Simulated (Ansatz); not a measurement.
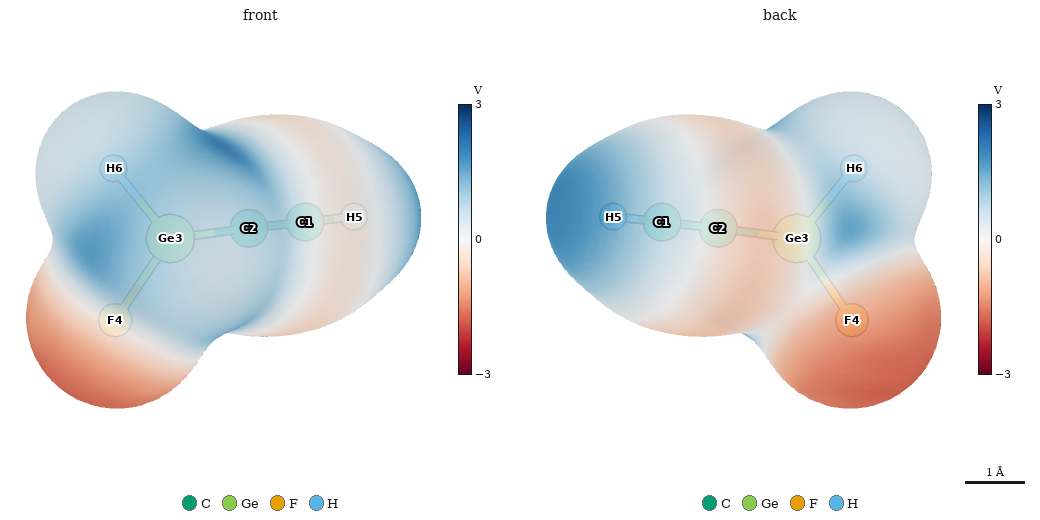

*C$_{2}$H$_{2}$FGe (SMILES C#[C][GeH][F]) (doublet). The electrostatic potential painted on the density surface at 0.002 e/bohr³, seen from the front and from behind; the colour scale runs from red (negative) to blue (positive).*

Geometry: PBE0-D4/def2-TZVP; ⟨S²⟩ = 0.80, above the pure value of 0.75.

The calculation used Ansatz 0.2.0, isolated molecule in a Gaussian basis; Hartree-Fock.

```xyz
6

C    -0.2592    0.0745   -1.7690
C     0.0062    0.0346   -0.5914
Ge    0.6611   -0.0211    1.1804
F    -0.0218   -1.4424    1.9196
H    -0.5169    0.1070   -2.8033
H     0.1725    1.1834    2.0176
```

Describe the electrostatic potential map.

Answer. The most negative region (about −1.7 V) lies over F4, the most positive (about +2.0 V) over Ge3 and H5.
